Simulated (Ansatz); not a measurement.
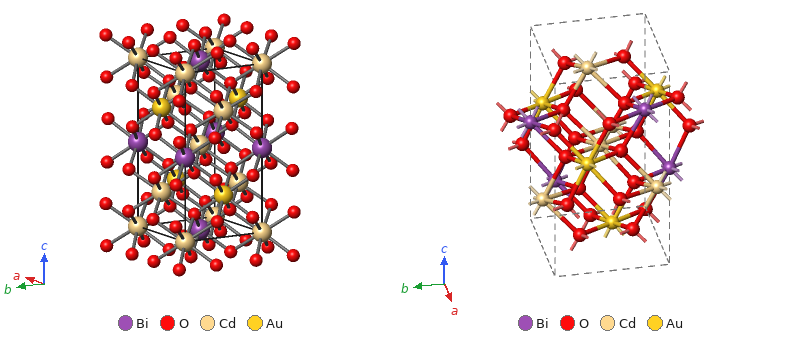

Left: the structure. Right: its underlying net. Nodes are coloured by element. Short stubs are edges that leave the cut-out.

The compound is Cd₂BiAuO₈ (space group I-4m2, No. 119), taken as coordinates from a relaxation with DFT, PAW plane waves, pbe (Ansatz 0.2.0); the starting structure was generated, so it need not be a known form of this composition.

Bonds are taken as Au–O below 2.5 Å, Bi–O below 2.6 Å and Cd–O below 2.7 Å. Simplification: prune 0- and 1-connected atoms, fold 2-connected ones into links.

The result is a binodal (4,8)-connected, three-periodic net: O is a 4-connected node; Bi, Cd and Au are 8-connected nodes, in the ratio 2:1. It is the flu net, known from fluorite. It is a single net, without interpenetration.

| node | links | point symbol | coordination sequence |
| --- | --- | --- | --- |
| O | 4 | 4⁶ | 4 22 24 82 64 182 124 322 |
| Bi, Cd and Au | 8 | 4¹²·6¹²·8⁴ | 8 12 48 42 128 92 248 162 |
